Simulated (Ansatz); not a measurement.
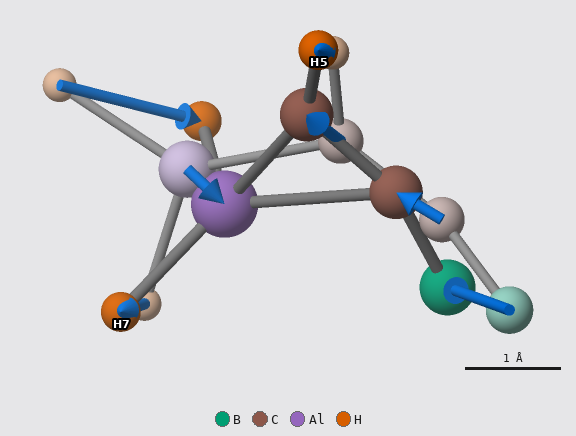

A relaxation of C2H3AlB (charge −1). The starting structure is drawn faded, the final one solid; blue arrows show the displacements, at their true length. The two geometries are superimposed by the best rigid fit.

A ball-and-stick model, seen at a tilt.

The run prepares an end point of a later path (torsion) calculation, from a guessed geometry.

These are results of RKS BLYP-D4/def2-SVP (Ansatz 0.2.0), not measurements.

Input file:
```yaml
crystal:
  periodic: [false, false, false]
  atoms:
    - { symbol: B, position_ang: [1.9564, -1.29732, 1.83126] }
    - { symbol: C, position_ang: [0.79306, -1.068, 1.15081] }
    - { symbol: C, position_ang: [0.0613, -0.75739, 0.04491] }
    - { symbol: Al, position_ang: [-0.59024, 0.96574, -0.55153] }
    - { symbol: H, position_ang: [-0.08536, -1.52825, -0.74804] }
    - { symbol: H, position_ang: [-1.41564, 1.45388, -1.86651] }
    - { symbol: H, position_ang: [-0.20601, 2.41544, 0.11001] }
total_charge: -1
basis:
  gaussian: { orbitals: def2-SVP }
hamiltonian:
  xc: blyp
  dispersion: d4
relax:
  f_tol: 0.015
  max_steps: 40
```

Command:
```bash
ansatz run input.yaml --threads 1 --pin off --max-ram 2048MiB --backend cpu --events-out ev --progress --plain --runs-dir out
```

> What did the optimiser do to the structure, and how much energy did it gain?

After 18 geometry steps the energy has fallen by 145.7 kJ/mol. Largest force component: 2.9 eV/Å at the start, 0.0084 eV/Å at the end. The atom that moves furthest after the best rigid fit is H6 (1.84 Å). Largest moves by element: H 1.84 Å, B 1.80 Å, C 0.77 Å, Al 0.55 Å. Some distances before and after: B1–Al4 4.157 → 2.509 Å, C2–Al4 2.991 → 2.096 Å, B1–C2 1.367 → 1.463 Å, C3–Al4 1.936 → 2.015 Å. Bond angles that change, for instance: C2–C3–Al4 129.3° → 74.2°, Al4–C3–H5 110.6° → 159.9°, H6–Al4–H7 100.4° → 117.4°. Groups turn about C2–C3 by about 100°.

Limits of the set-up: the basis has no diffuse functions, which an anion needs.
